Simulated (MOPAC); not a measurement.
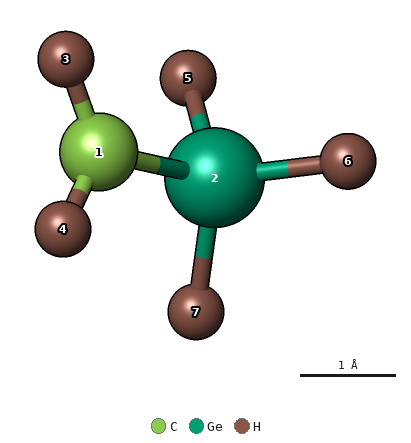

Fig. 1: The starting structure (ball-and-stick view, seen at a tilt; atoms are numbered from 1 in the order of the input). Sticks mark near contacts.

## Geometry relaxation of CH$_{5}$Ge (charge +1) (part 1 of 2)

The run: geometry relaxation of CH$_{5}$Ge, charge +1. Method and program: PM6-D3, closed shell, dispersion D3 (MOPAC 23.2.5).

The starting geometry was optimised with PM6-D3.

**The input (ch5ge.mop)**
```
CYCLES=300 GNORM=0.05 DISP CHARGE=1 PM6-D3 AUX(PRECISION=6) T=10M THREADS=1


C     -0.233283 1    -1.116799 1     0.111239 1
Ge     0.173453 1     0.721608 1    -0.097021 1
H     -1.152967 1    -1.533510 1    -0.239678 1
H      0.441160 1    -1.793271 1     0.590845 1
H     -0.448875 1     1.204896 1    -1.403142 1
H     -0.435968 1     1.452425 1     1.097479 1
H      1.690100 1     0.881534 1    -0.115635 1
```

Run on 1 thread of Arm Neoverse V2, 24 GiB of memory available, shared host.

Launched with:
```bash
mopac ch5ge.mop
```

**Log**
```
MOPAC v23.2.5
PM6-D3 CALCULATION RESULTS

 *  PM6-D3     - CORRECT DISPERSION USING D3 METHOD
 *
 *
 *
 *                 CHARGE ON SYSTEM = +1
 *
 *
 *
 *  THREADS=1  - MULTI-THREADING NOT USED
 *  CYCLES=    - DO A MAXIMUM OF 300 STEPS
 *  GNORM      - EXIT WHEN GRADIENT NORM DROPS BELOW 0.050
 *  AUX        - OUTPUT AUXILIARY INFORMATION
 *  DISP       - PRINT DISPERSION AND HYDROGEN BOND ENERGIES
CYCLES=300 GNORM=0.05 DISP CHARGE=1 PM6-D3 AUX(PRECISION=6) T=10M THREADS=1

   ATOM   CHEMICAL          X               Y               Z
  NUMBER   SYMBOL      (ANGSTROMS)     (ANGSTROMS)     (ANGSTROMS)

     1       C         -0.23328300  *  -1.11679900  *   0.11123900  *
     2      Ge          0.17345300  *   0.72160800  *  -0.09702100  *
     3       H         -1.15296700  *  -1.53351000  *  -0.23967800  *
     4       H          0.44116000  *  -1.79327100  *   0.59084500  *
     5       H         -0.44887500  *   1.20489600  *  -1.40314200  *
     6       H         -0.43596800  *   1.45242500  *   1.09747900  *
     7       H          1.69010000  *   0.88153400  *  -0.11563500  *

          CARTESIAN COORDINATES

    NO.       ATOM           X           Y           Z

     1         C         -0.2333     -1.1168      0.1112
     2        Ge          0.1735      0.7216     -0.0970
     3         H         -1.1530     -1.5335     -0.2397
     4         H          0.4412     -1.7933      0.5908
     5         H         -0.4489      1.2049     -1.4031
     6         H         -0.4360      1.4524      1.0975
     7         H          1.6901      0.8815     -0.1156

           Empirical Formula: C H5 Ge  =     7 atoms

      MOLECULAR POINT GROUP   :   Cs

      RHF CALCULATION, NO. OF DOUBLY OCCUPIED LEVELS = 6

          Geometry optimization using EF

          DIAGONAL MATRIX USED AS START HESSIAN
```

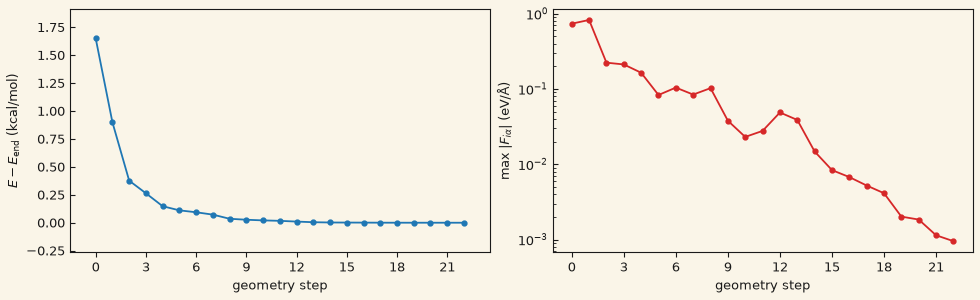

Fig. 2: Progress of the relaxation, step by step (steps are counted from 0).

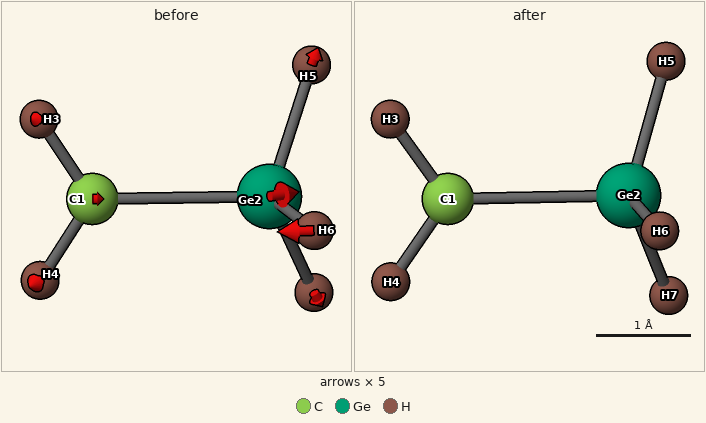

Fig. 3: Before (left) and after (right) the relaxation, at one scale (ball-and-stick view, seen at a tilt). The red arrows give the displacements, magnified 5 times. The atom that moves furthest after the best rigid fit is H6 (0.082 Å). Largest moves by element: H 0.082 Å, Ge 0.081 Å, C 0.027 Å. Distances before and after: C1–Ge2 1.894 → 1.935 Å, C1–H3 1.069 → 1.100 Å, Ge2–H6 1.527 → 1.539 Å. Among the angles that change: C1–Ge2–H6 107.0° → 99.8°, H5–Ge2–H7 111.2° → 116.6°, H3–C1–H4 116.3° → 112.1°. After 22 geometry steps the energy has fallen by 1.65 kcal/mol. The largest force component goes from 0.74 to 0.00095 eV/Å. (Atoms are counted from 1 in the order of the input.)

```
 CYCLE:     1 TIME:   0.008 TIME LEFT: 10.00M  GRAD.:    38.929 HEAT:  256.3497
 CYCLE:     2 TIME:   0.000 TIME LEFT: 10.00M  GRAD.:    29.816 HEAT:  255.5982
 CYCLE:     3 TIME:   0.004 TIME LEFT: 10.00M  GRAD.:    10.548 HEAT:  255.0761
 CYCLE:     4 TIME:   0.000 TIME LEFT: 10.00M  GRAD.:    10.915 HEAT:  254.9631
 CYCLE:     5 TIME:   0.000 TIME LEFT: 10.00M  GRAD.:     6.254 HEAT:  254.8472
 CYCLE:     6 TIME:   0.004 TIME LEFT: 10.00M  GRAD.:     4.012 HEAT:  254.8103
 CYCLE:     7 TIME:   0.000 TIME LEFT: 10.00M  GRAD.:     3.723 HEAT:  254.7932
 CYCLE:     8 TIME:   0.004 TIME LEFT: 10.00M  GRAD.:     3.423 HEAT:  254.7719
 CYCLE:     9 TIME:   0.000 TIME LEFT: 10.00M  GRAD.:     4.163 HEAT:  254.7349
 CYCLE:    10 TIME:   0.000 TIME LEFT: 10.00M  GRAD.:     2.009 HEAT:  254.7262
 CYCLE:    11 TIME:   0.004 TIME LEFT: 10.00M  GRAD.:     1.089 HEAT:  254.7204
 CYCLE:    12 TIME:   0.000 TIME LEFT: 10.00M  GRAD.:     1.475 HEAT:  254.7164
 CYCLE:    13 TIME:   0.004 TIME LEFT: 10.00M  GRAD.:     1.839 HEAT:  254.7097
 CYCLE:    14 TIME:   0.000 TIME LEFT: 10.00M  GRAD.:     1.347 HEAT:  254.7040
 CYCLE:    15 TIME:   0.000 TIME LEFT: 10.00M  GRAD.:     0.780 HEAT:  254.7017
 CYCLE:    16 TIME:   0.004 TIME LEFT: 10.00M  GRAD.:     0.463 HEAT:  254.7010
 CYCLE:    17 TIME:   0.000 TIME LEFT: 10.00M  GRAD.:     0.358 HEAT:  254.7005
 CYCLE:    18 TIME:   0.004 TIME LEFT: 10.00M  GRAD.:     0.301 HEAT:  254.6999
 CYCLE:    19 TIME:   0.000 TIME LEFT: 10.00M  GRAD.:     0.194 HEAT:  254.6996
 CYCLE:    20 TIME:   0.004 TIME LEFT: 10.00M  GRAD.:     0.092 HEAT:  254.6995
 CYCLE:    21 TIME:   0.000 TIME LEFT: 10.00M  GRAD.:     0.078 HEAT:  254.6995
 CYCLE:    22 TIME:   0.004 TIME LEFT: 10.00M  GRAD.:     0.058 HEAT:  254.6995
 CYCLE:    23 TIME:   0.000 TIME LEFT: 10.00M  GRAD.:     0.047 HEAT:  254.6995

     GRADIENT =  0.04706 IS LESS THAN CUTOFF =  0.05000

 -------------------------------------------------------------------------------
 CYCLES=300 GNORM=0.05 DISP CHARGE=1 PM6-D3 AUX(PRECISION=6) T=10M THREADS=1

     GEOMETRY OPTIMISED USING EIGENVECTOR FOLLOWING (EF).
     SCF FIELD WAS ACHIEVED

                              PM6-D3 CALCULATION

          FINAL HEAT OF FORMATION =        254.69947 KCAL/MOL =    1065.66257 KJ/MOL

          TOTAL ENERGY            =      -5987.06517 KCAL/MOL = ELECTRONIC ENERGY + CORE-CORE REPULSION
          ENERGY OF ATOMS         =       6242.42875 KCAL/MOL
                              SUM =        255.36358 KCAL/MOL
          DISPERSION ENERGY       =         -0.66411 KCAL/MOL
                              SUM =        254.69947 KCAL/MOL = FINAL HEAT OF FORMATION

          TOTAL ENERGY            =       -259.62372 EV
          ELECTRONIC ENERGY       =       -678.31221 EV
          CORE-CORE REPULSION     =        418.68849 EV
          COSMO AREA              =         96.45 SQUARE ANGSTROMS
          COSMO VOLUME            =         82.73 CUBIC ANGSTROMS

          GRADIENT NORM           =          0.04706          =       0.01779 PER ATOM
          IONIZATION POTENTIAL    =         17.108425 EV
          HOMO LUMO ENERGIES (EV) =        -17.108 -8.400
          NO. OF FILLED LEVELS    =          6
          MOLECULAR WEIGHT        =         89.6405         POINT GROUP:  Cs

          MOLECULAR DIMENSIONS (Angstroms)

            Atom       Atom       Distance
            H     7    H     3     3.79498
            H     4    H     5     3.57902
            H     6    H     4     2.11122

          SCF CALCULATIONS        =         24

          WALL-CLOCK TIME         =      0.051 SECONDS
          COMPUTATION TIME        =      0.027 SECONDS

   ATOM   CHEMICAL          X               Y               Z
  NUMBER   SYMBOL      (ANGSTROMS)     (ANGSTROMS)     (ANGSTROMS)

     1       C         -0.23892182  *  -1.12165064  *   0.11911879  *
     2      Ge          0.19122960  *   0.75000934  *  -0.11737698  *
     3       H         -1.18013311  *  -1.58151199  *  -0.21806960  *
     4       H          0.41324139  *  -1.84305161  *   0.63435956  *
     5       H         -0.50097278  *   1.20455691  *  -1.39846241  *
     6       H         -0.47999523  *   1.33353852  *   1.13908562  *
     7       H          1.70991388  *   0.87426181  *  -0.08149439  *

                             CARTESIAN COORDINATES

   1    C       -0.238921816    -1.121650636     0.119118792
   2   Ge        0.191229601     0.750009344    -0.117376981
   3    H       -1.180133113    -1.581511985    -0.218069595
   4    H        0.413241392    -1.843051610     0.634359557
   5    H       -0.500972781     1.204556912    -1.398462414
   6    H       -0.479995225     1.333538521     1.139085625
   7    H        1.709913881     0.874261806    -0.081494391

           Empirical Formula: C H5 Ge  =     7 atoms

      MOLECULAR POINT GROUP   :   Cs

                  EIGENVALUES
 -30.72126 -24.48121 -21.43748 -18.43795 -17.38147 -17.10843  -8.40042  -5.48343
  -2.72056  -2.46833  -2.10362  -1.50174  -1.31970

              NET ATOMIC CHARGES AND DIPOLE CONTRIBUTIONS

  ATOM NO.   TYPE          CHARGE      No. of ELECS.   s-Pop       p-Pop
    1          C           0.166330        3.8337     1.32122     2.51245
    2         Ge           0.069865        3.9301     1.21050     2.71963
    3          H           0.174666        0.8253     0.82533
    4          H           0.174870        0.8251     0.82513
    5          H           0.133161        0.8668     0.86684
    6          H           0.150062        0.8499     0.84994
    7          H           0.131046        0.8690     0.86895
 DIPOLE           X         Y         Z       TOTAL
 POINT-CHG.    -0.948    -3.432     0.657     3.621
 HYBRID        -0.282    -1.064     0.193     1.117
 SUM           -1.229    -4.496     0.850     4.738

          ATOMIC ORBITAL ELECTRON POPULATIONS

     Atom    s        px        py        pz
    1  C   1.32122   0.98160   1.16496   0.36588
    2 Ge   1.21050   1.03992   0.64640   1.03331
    3  H   0.82533
    4  H   0.82513
    5  H   0.86684
    6  H   0.84994
    7  H   0.86895

 *                    *
 * JOB ENDED NORMALLY *
 *                    *

 TOTAL JOB TIME:             0.05 SECONDS

 == MOPAC DONE ==
```

**Trajectory as extended XYZ (Å, eV, eV/Å), 23 frames, from step=0 to step=22**
```
7
Properties=species:S:1:pos:R:3:forces:R:3 step=0 energy=11.11638
C    -0.2333   -1.1168    0.1112    0.0708   0.5701   0.0060
Ge    0.1735    0.7216   -0.0970    0.3827   0.7380  -0.3591
H    -1.1530   -1.5335   -0.2397   -0.6673  -0.5277  -0.2131
H     0.4412   -1.7933    0.5908    0.4019  -0.7023   0.3437
H    -0.4489    1.2049   -1.4031   -0.1889  -0.0150  -0.1007
H    -0.4360    1.4524    1.0975   -0.1527   0.0042   0.2243
H     1.6901    0.8815   -0.1156    0.1535  -0.0672   0.0990
7
Properties=species:S:1:pos:R:3:forces:R:3 step=1 energy=11.08379
C    -0.2329   -1.1041    0.1122    0.0283  -0.7188   0.2221
Ge    0.1749    0.7257   -0.1038    0.1860   0.8268   0.1231
H    -1.1692   -1.5614   -0.2585    0.1020  -0.0698   0.0866
H     0.4509   -1.8302    0.6225   -0.3161   0.1858  -0.1931
H    -0.4562    1.2026   -1.4038   -0.1926   0.0296  -0.0977
H    -0.4385    1.4471    1.1351    0.0638  -0.2164  -0.2297
H     1.6927    0.8752   -0.1115    0.1286  -0.0372   0.0887
7
Properties=species:S:1:pos:R:3:forces:R:3 step=2 energy=11.06114
C    -0.2368   -1.1296    0.1218   -0.0555   0.1078  -0.1484
Ge    0.1779    0.7410   -0.1053    0.0494   0.2238   0.0250
H    -1.1751   -1.5741   -0.2602    0.1379  -0.0682   0.1361
H     0.4472   -1.8399    0.6123   -0.1268  -0.0557   0.0098
H    -0.4624    1.2025   -1.4124   -0.1138  -0.0376   0.0131
H    -0.4377    1.4359    1.1293   -0.0070  -0.1261  -0.0933
H     1.6960    0.8677   -0.1052    0.1158  -0.0441   0.0576
7
Properties=species:S:1:pos:R:3:forces:R:3 step=3 energy=11.05625
C    -0.2388   -1.1333    0.1143    0.1686   0.1397   0.1157
Ge    0.1791    0.7467   -0.1044    0.1487   0.0082  -0.2120
H    -1.1737   -1.5834   -0.2399   -0.0335  -0.1116   0.0015
H     0.4438   -1.8474    0.6154   -0.1601   0.0513  -0.0906
H    -0.4676    1.1986   -1.4129   -0.0756  -0.0349   0.0213
H    -0.4376    1.4259    1.1175   -0.1171  -0.0120   0.1291
H     1.6997    0.8625   -0.0982    0.0690  -0.0407   0.0351
7
Properties=species:S:1:pos:R:3:forces:R:3 step=4 energy=11.05122
C    -0.2384   -1.1321    0.1164    0.0338   0.1300   0.0144
Ge    0.1803    0.7502   -0.1082    0.1645  -0.0531  -0.0393
H    -1.1740   -1.5950   -0.2302    0.0027  -0.0201   0.0078
H     0.4372   -1.8514    0.6065   -0.0455   0.0102  -0.0095
H    -0.4727    1.1950   -1.4102   -0.0826  -0.0044  -0.0379
H    -0.4410    1.4172    1.1240   -0.0855  -0.0349   0.0578
H     1.7036    0.8565   -0.0833    0.0127  -0.0279   0.0067
```
